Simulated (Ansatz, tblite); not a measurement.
# The cluster Ge₄H₆: spin-state energies by level

Aim: set other spin states of the cluster Ge₄H₆ against its singlet, on many levels of theory.

Computed with Ansatz 0.2.0, Gaussian basis. Level: as each input shows.

The runs, in order: triplet, at the geometry of the singlet (GFN1-xTB, GFN2-xTB, PBE0-D4/def2-TZVP, PBE-D4/def2-TZVP, r2SCAN-D4/def2-TZVP); the singlet's energies come from earlier runs.

2 further runs of the same task are left out: 2 set aside as unsound or not needed.

**1. The structure**

The singlet was relaxed beforehand with PBE-D4/def2-SVP. At that level it is the lowest of the isomers that a small search found.

10 atoms, charge 0, spin multiplicity 1.

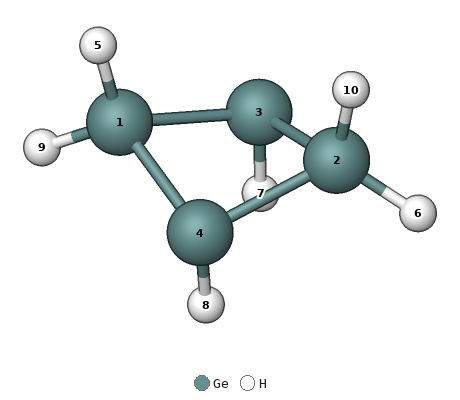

The geometry (germanium teal, hydrogen white); atoms are numbered from 1 in the order of the file.

Geometry (Å):

```xyz
10

Ge   -0.9925   -1.0553   -1.1615
Ge    0.3926    0.7093    1.6706
Ge   -0.7841    1.2796   -0.4138
Ge    1.0813   -1.1083    0.1617
H    -2.1695   -1.8140   -0.4949
H     1.4641    1.6816    2.2312
H     0.3852    1.8278   -1.3273
H     2.1147   -0.3859   -0.7937
H    -0.9367   -1.3774   -2.6785
H    -0.5551    0.2426    2.8062
```

**2. Triplet at the fixed geometry, GFN1-xTB**

Tight binding, by tblite at 300 K electronic temperature and without a spin-polarisation term:

```python
tblite.interface.Calculator('GFN1-xTB', numbers, positions, charge=0, uhf=2).singlepoint()
```

Energy -267.5243 eV; 0.011 s.

**3. Triplet at the fixed geometry, GFN2-xTB**

Tight binding, by tblite at 300 K electronic temperature and without a spin-polarisation term:

```python
tblite.interface.Calculator('GFN2-xTB', numbers, positions, charge=0, uhf=2).singlepoint()
```

Energy -290.9632 eV; 0.009 s.

**4. Triplet at the fixed geometry, PBE0-D4/def2-TZVP**

in.yaml

```yaml
crystal:
  periodic: [false, false, false]
  atoms:
    - {symbol: Ge, position_ang: [-0.992544, -1.055306, -1.161547]}
    - {symbol: Ge, position_ang: [0.392566, 0.709260, 1.670615]}
    - {symbol: Ge, position_ang: [-0.784106, 1.279620, -0.413791]}
    - {symbol: Ge, position_ang: [1.081310, -1.108254, 0.161717]}
    - {symbol: H, position_ang: [-2.169478, -1.814044, -0.494891]}
    - {symbol: H, position_ang: [1.464146, 1.681551, 2.231171]}
    - {symbol: H, position_ang: [0.385246, 1.827833, -1.327312]}
    - {symbol: H, position_ang: [2.114676, -0.385941, -0.793720]}
    - {symbol: H, position_ang: [-0.936749, -1.377357, -2.678455]}
    - {symbol: H, position_ang: [-0.555066, 0.242647, 2.806202]}
basis:
  gaussian: {orbitals: def2-TZVP}
magnetization: {spin_polarized: true, initial_magnetization: 2}
hamiltonian: {xc: pbe0, dispersion: d4}
scf: {omitted_lower_state_checks: [starts]}
output: {orbitals: {seedname: orbitals}}
```

On the command line:

```
$ ansatz run in.yaml --threads 4 --pin off --events-out ev --progress --plain --max-ram 8704MiB
```

The log of the run:

```text
Functional definition: PBE0
  name "PBE0"
  cite "Adamo & Barone, J. Chem. Phys. 110, 6158 (1999) doi:10.1063/1.478522"
  cite "Perdew, Burke & Ernzerhof, Phys. Rev. Lett. 77, 3865 (1996) doi:10.1103/PhysRevLett.77.3865"
  parent pbe
  parameter a = 0.25
  parameter kappa = 0.804
  parameter beta = 0.06672455060314922
  exchange = (1 - a)*pbe_x(kappa = kappa, mu = beta*pi^2/3) + a*exact_x
  correlation = pbe_c(beta = beta)
these checks for a lower state are left out or cut short: starts
1608 factors; integrals over basis functions are off by at most 1.0e-3 eV
mean field evaluation 1: about -226139.6096 eV, gradient 2.0e1 eV
mean field evaluation 2: about -226140.0242 eV, gradient 1.9e1 eV
mean field evaluation 4: about -226140.6129 eV, gradient 7.8e-1 eV
mean field evaluation 8: about -226140.6714 eV, gradient 7.6e-2 eV
mean field evaluation 16: about -226140.6715 eV, gradient 1.9e-4 eV
mean field -226140.67150090 eV, -8310.5163940056 hartree, gradient 1.5e-5 eV, S^2 2.004475; 0 other end points of the search recorded, 0 dependent functions left out
reference -226140.67153590 eV, -8310.5163952917 hartree; 68, 66 occupied and 160, 162 virtual orbitals, 1608 factors
Total energy: -226140.96557085 eV, -8310.5272008769 hartree
Checks for a lower state left out: starts
```

It took 11 s on 4 threads of Intel Xeon Platinum 8223CL at 3.00GHz, shared host; peak memory 1.2 GiB.

HOMO -4.66 eV, LUMO -4.48 eV (over both spins); ⟨S²⟩ 2.004 (pure: 2.00).

**5. Triplet at the fixed geometry, PBE-D4/def2-TZVP**

start.molden holds the orbitals of an earlier run on this state, given as this run's starting guess.

Edit in.yaml of step 4 so:

```diff
@@ -14,5 +14,5 @@
 basis:
-  gaussian: {orbitals: def2-TZVP}
+  gaussian: {orbitals: def2-TZVP, initial_orbitals: start.molden}
 magnetization: {spin_polarized: true, initial_magnetization: 2}
-hamiltonian: {xc: pbe0, dispersion: d4}
+hamiltonian: {xc: pbe, dispersion: d4}
 scf: {omitted_lower_state_checks: [starts]}
```

Same command.

The log of the run:

```text
Functional definition: PBE
  name "PBE"
  cite "Perdew, Burke & Ernzerhof, Phys. Rev. Lett. 77, 3865 (1996) doi:10.1103/PhysRevLett.77.3865"
  parent pbe
  parameter kappa = 0.804
  parameter beta = 0.06672455060314922
  exchange = pbe_x(kappa = kappa, mu = beta*pi^2/3)
  correlation = pbe_c(beta = beta)
these checks for a lower state are left out or cut short: starts
1696 factors; their error is unknown
mean field evaluation 1: about -226134.4987 eV, gradient 1.1e1 eV
mean field evaluation 2: about -226134.7151 eV, gradient 2.9e-1 eV
mean field evaluation 4: about -226134.6647 eV, gradient 2.7e-3 eV
mean field -226134.66468213 eV, -8310.2956474873 hartree, gradient 1.3e-5 eV, S^2 2.003740; 0 other end points of the search recorded, 0 dependent functions left out
reference -226134.66472840 eV, -8310.2956491876 hartree; 68, 66 occupied and 160, 162 virtual orbitals, 1696 factors
Total energy: -226135.00628197 eV, -8310.3082010499 hartree
Checks for a lower state left out: starts
```

It took 4.4 s on 4 threads of Intel Xeon Platinum 8223CL at 3.00GHz, shared host.

HOMO -3.77 eV, LUMO -5.32 eV (over both spins; with the spin held, an empty level of the minority spin lies below the top filled one); ⟨S²⟩ 2.004 (pure: 2.00).

**6. Triplet at the fixed geometry, r2SCAN-D4/def2-TZVP**

Edit in.yaml of step 5 so:

```diff
@@ -16,3 +16,3 @@
 magnetization: {spin_polarized: true, initial_magnetization: 2}
-hamiltonian: {xc: pbe, dispersion: d4}
+hamiltonian: {xc: r2scan, dispersion: d4}
 scf: {omitted_lower_state_checks: [starts]}
```

Launched as before.

The log of the run:

```text
Functional definition: r2SCAN
  name "r2SCAN"
  cite "Furness, Kaplan, Ning, Perdew & Sun, J. Phys. Chem. Lett. 11, 8208 (2020) doi:10.1021/acs.jpclett.0c02405"
  cite "Furness, Kaplan, Ning, Perdew & Sun, J. Phys. Chem. Lett. 11, 9248 (2020) doi:10.1021/acs.jpclett.0c03077"
  parent r2scan
  parameter k0 = 0.174
  parameter k1 = 0.065
  parameter a1 = 4.9479
  exchange = r2scan_x(k0 = k0, k1 = k1, a1 = a1)
  correlation = r2scan_c
these checks for a lower state are left out or cut short: starts
1696 factors; their error is unknown
mean field evaluation 1: about -226168.2213 eV, gradient 7.8e0 eV
mean field evaluation 2: about -226168.3072 eV, gradient 1.2e-1 eV
mean field evaluation 4: about -226168.2718 eV, gradient 4.1e-4 eV
mean field -226168.27175831 eV, -8311.5306847572 hartree, gradient 1.0e-5 eV, S^2 2.006501; 0 other end points of the search recorded, 0 dependent functions left out
reference -226168.27177378 eV, -8311.5306853256 hartree; 68, 66 occupied and 160, 162 virtual orbitals, 1696 factors
Total energy: -226168.34558089 eV, -8311.5333976871 hartree
Checks for a lower state left out: starts
```

Wall time 9.5 s (4 threads of Intel Xeon Platinum 8223CL at 3.00GHz, shared host).

From the report: HOMO -4.06 eV, LUMO -5.06 eV (over both spins; with the spin held, an empty level of the minority spin lies below the top filled one); ⟨S²⟩ 2.007 (pure: 2.00).

**7. Triplet less singlet, vertical**

The singlet's energies are those of its earlier runs, whose logs aren't repeated here.

```tsv
level	triplet less singlet, vertical (kcal/mol)	time
GFN1-xTB	+41.0	0.021 s
GFN2-xTB	+50.4	0.018 s
PBE-D4/def2-TZVP	+48.3	6.7 s
r2SCAN-D4/def2-TZVP	+44.0	14 s
PBE0-D4/def2-TZVP	+43.5	18 s
```

Times add the two runs; a level without a time comes out of a correlated run. Tight binding without a spin term can't rank spin states.

**8. Summary of results**

| quantity | value |
| --- | --- |
| triplet less singlet, vertical, functionals in def2-TZVP | +43.5 (PBE0-D4) to +48.3 kcal/mol (PBE-D4) |

In words: All functionals put the triplet above the singlet, over a spread of 4.7 kcal/mol. The checks for a lower triplet were left out, so another state of that spin may lie lower. These are electronic energies, without zero-point motion, entropy or surroundings.
